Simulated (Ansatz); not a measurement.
# SiNH4O2 (SMILES N[Si](O)O) at UCCSD(T)/cc-pVDZ

Aim: the energy change on altering one bond length of SiNH4O2 at UCCSD(T)/cc-pVDZ, from 2 runs. 

The calculation is run with Ansatz 0.2.0.

68 further runs of the same task are left out: 68 set aside as unsound or not needed.

**1. The structure to begin with**

The species is SiNH4O2 (8 atoms), meant as a doublet with charge 0. SMILES: `N[Si](O)O`. The coordinates come from a PBE0-D4/def2-TZVP relaxation. This is one conformer, not always the lowest.

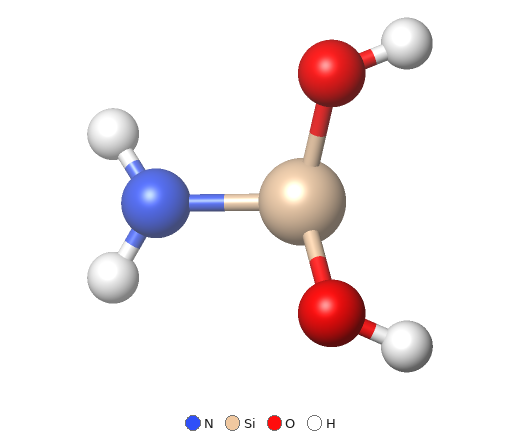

The structure, seen from a chosen angle (nitrogen blue, silicon light orange, oxygen red, hydrogen white).

**2. A single-point energy at UCCSD(T)/cc-pVDZ**

The input, molecule.yaml:

```yaml
basis:
  gaussian:
    orbitals: cc-pVDZ
crystal:
  periodic: [false, false, false]
  atoms:
    - {symbol: N, position_ang: [-0.498000, 1.267000, 0.129300]}
    - {symbol: Si, position_ang: [0.096000, -0.243600, -0.376000]}
    - {symbol: O, position_ang: [1.641600, -0.288300, 0.202600]}
    - {symbol: O, position_ang: [-0.956500, -1.334700, 0.277900]}
    - {symbol: H, position_ang: [0.071200, 2.094000, 0.065100]}
    - {symbol: H, position_ang: [-1.483600, 1.467400, 0.110500]}
    - {symbol: H, position_ang: [2.250900, -0.848000, -0.280900]}
    - {symbol: H, position_ang: [-1.029400, -2.171000, -0.184200]}
magnetization:
  spin_polarized: true
  initial_magnetization: 1
correlation:
  method: ccsd_t
  frozen_orbitals: {H: 0, "N": 1, O: 1, Si: 5}
accuracy: high
scf:
  omitted_lower_state_checks: [cluster_reference, increment]
```

On the command line:

```bash
$ ansatz run molecule.yaml --threads 1 --pin off --max-ram 3480MiB --events-out events.jsonl --progress --plain --runs-dir runs
```

What it wrote, shortened:

```text
Warning: RAYON_NUM_THREADS=1 ignored (pool sized by the plan → 1); use --threads N
Functional definition: HF
  name "HF"
[...]
1811 factors; integrals over basis functions are off by at most 3.9e-9 eV
[...]
mean field -13483.69303696 eV, -495.5165795330 hartree, gradient 3.9e-8 eV, S^2 0.754726; 0 other end points of the search recorded, 0 dependent functions left out
8 core orbitals not correlated: weight in the atoms' cores, before any rotation towards them, 1.000 or more for the frozen orbitals, at most 0.000 for the correlated occupied ones
reference -13483.69303696 eV, -495.5165795330 hartree; 13, 12 occupied and 59, 60 virtual orbitals, 1811 factors
second order -16.98908552 eV of doubles, -0.00000000 eV of singles
cycle   1  -17.19136561 eV  change   -2.0e-1 eV  update   9.0e-2
[...]
cycle  23  -17.66584450 eV  change   -1.2e-9 eV  update   1.5e-9
perturbative correction -0.40024586 eV, -0.0147087642 hartree
Total energy: -13501.75912732 eV, -496.1804961081 hartree
Checks for a lower state left out: cluster_reference, increment
```

Wall time 54 s (1 thread of Arm Neoverse V1, shared host); peak memory 0.76 GiB.

**3. The distorted shape at the same level**

The input, job.yaml:

```yaml
crystal:
  periodic: [false, false, false]
  atoms:
    - symbol: N
      position_ang: [-0.350194, 1.236947, 0.132119]
    - symbol: Si
      position_ang: [0.243806, -0.273653, -0.373181]
    - symbol: O
      position_ang: [1.789406, -0.318353, 0.205419]
    - symbol: O
      position_ang: [-0.808694, -1.364753, 0.280719]
    - symbol: H
      position_ang: [0.219006, 2.063947, 0.067919]
    - symbol: H
      position_ang: [-1.483600, 1.467400, 0.110500]
    - symbol: H
      position_ang: [2.398706, -0.878053, -0.278081]
    - symbol: H
      position_ang: [-0.881594, -2.201053, -0.181381]
basis:
  gaussian: {orbitals: cc-pVDZ}
magnetization: {spin_polarized: true, initial_magnetization: 1}
correlation: {method: ccsd_t, frozen_orbitals: {H: 0, "N": 1, O: 1, Si: 5}}
accuracy: high
scf: {omitted_lower_state_checks: [cluster_reference, increment]}
```

On the command line:

```bash
$ ansatz run job.yaml --threads 1 --pin off --max-ram 3480MiB --events-out events.jsonl --progress --plain --runs-dir runs
```

What it wrote, shortened:

```text
Warning: RAYON_NUM_THREADS=1 ignored (pool sized by the plan → 1); use --threads N
[... 2 set-up lines as earlier in the session ...]
[...]
1818 factors; integrals over basis functions are off by at most 3.9e-9 eV
[...]
mean field -13483.23156765 eV, -495.4996208485 hartree, gradient 2.9e-8 eV, S^2 0.754956; 0 other end points of the search recorded, 0 dependent functions left out
8 core orbitals not correlated: weight in the atoms' cores, before any rotation towards them, 1.000 or more for the frozen orbitals, at most 0.000 for the correlated occupied ones
reference -13483.23156765 eV, -495.4996208485 hartree; 13, 12 occupied and 59, 60 virtual orbitals, 1818 factors
second order -17.08970331 eV of doubles, -0.00000000 eV of singles
cycle   1  -17.27743603 eV  change   -1.9e-1 eV  update   9.2e-2
[...]
cycle  24  -17.77319803 eV  change  -9.6e-10 eV  update   1.8e-9
perturbative correction -0.41188816 eV, -0.0151366107 hartree
Total energy: -13501.41665384 eV, -496.1679104396 hartree
Checks for a lower state left out: cluster_reference, increment
```

It took 55 s on 1 thread of Arm Neoverse V1, shared host; peak memory 0.76 GiB.

**4. Results**

Level: UCCSD(T)/cc-pVDZ, 8 core orbitals frozen.

| quantity | value |
| --- | --- |
| first shape: total energy | -496.18050 Eh |
| first shape: correlation energy (8 core orbitals frozen) | -663.9 mEh |
| first shape: (T) correction | -14.71 mEh |
| first shape: ⟨S²⟩ of the reference determinant | 0.755 |
| first shape: T1 diagnostic | 0.014 |
| distorted shape: total energy | -496.16791 Eh |
| distorted shape: correlation energy (8 core orbitals frozen) | -668.3 mEh |
| distorted shape: (T) correction | -15.14 mEh |
| distorted shape: ⟨S²⟩ of the reference determinant | 0.755 |
| distorted shape: T1 diagnostic | 0.015 |
| energy change with the N1–H6 bond stretched from 1.006 to 1.157 Å | 0.342 eV |

With the N1–H6 bond stretched from 1.006 to 1.157 Å the energy rises by 0.34 eV (33.0 kJ/mol). The first shape isn't relaxed at this level, so the change isn't measured from a minimum. The triples (first shape) make up 2.2 % of the correlation energy. The triples (distorted shape) make up 2.3 % of the correlation energy.
